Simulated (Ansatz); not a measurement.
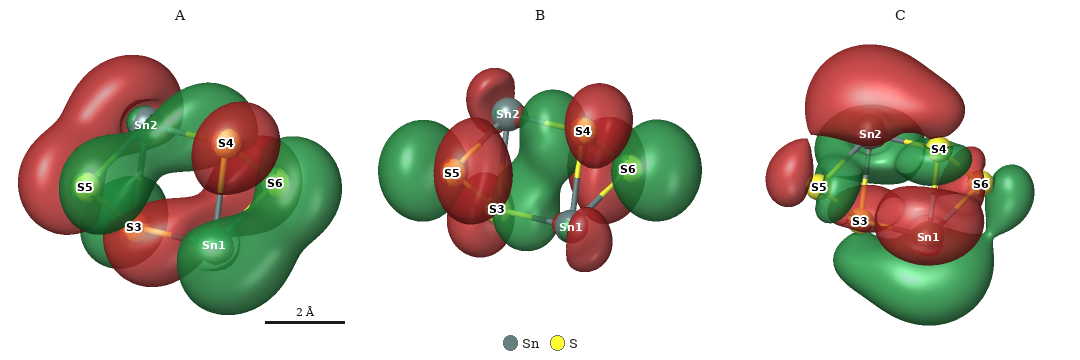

The picture shows: S4Sn2. Three frontier orbitals at ±0.05 Å⁻³ᐟ² (green and red are the two phases), in no order.

Geometry: PBE-D4/def2-SVP; core potentials replace the inner electrons of Sn.

All numbers below come from RKS PBE0-D4/def2-TZVP (Ansatz 0.2.0).

Input

```
crystal:
  periodic: [false, false, false]
  atoms:
    - {symbol: Sn, position_ang: [-0.899399, -0.730070, -1.526625]}
    - {symbol: Sn, position_ang: [0.900455, 0.736042, 1.528000]}
    - {symbol: S, position_ang: [1.555095, 0.170063, -0.960794]}
    - {symbol: S, position_ang: [-1.551828, -0.173147, 0.965093]}
    - {symbol: S, position_ang: [0.983990, 2.204400, -0.562987]}
    - {symbol: S, position_ang: [-0.988312, -2.207298, 0.557314]}
basis:
  gaussian: {orbitals: def2-TZVP, initial_orbitals: start.molden}
hamiltonian: {xc: pbe0, dispersion: d4}
scf: {omitted_lower_state_checks: [starts]}
output: {orbitals: {seedname: orbitals}}
```

Command:

```sh
ansatz run in.yaml --threads 4 --pin off --events-out ev --progress --plain --max-ram 4787MiB
```

Order the three orbitals by energy and name them.

A is the HOMO−1 (−6.79 eV). By Hirshfeld shares it lies mainly on S5 (about 20 %), S6 (about 20 %), S3 (about 15 %), S4 (about 15 %), Sn1 (about 15 %) and Sn2 (about 15 %); it is ungerade (odd under inversion). B is the HOMO (−6.29 eV). Its weight (Hirshfeld) is mainly on S5 (about 35 %), S6 (about 35 %), S3 (about 10 %) and S4 (about 10 %); it is gerade (even under inversion). C is the LUMO (−2.19 eV). It lies mainly on Sn1 (about 35 %), Sn2 (about 35 %), S3 (about 10 %), S4 (about 10 %), S5 (about 5 %) and S6 (about 5 %); it is ungerade (odd under inversion).

What is the HOMO–LUMO gap?

4.10 eV between the orbital energies.
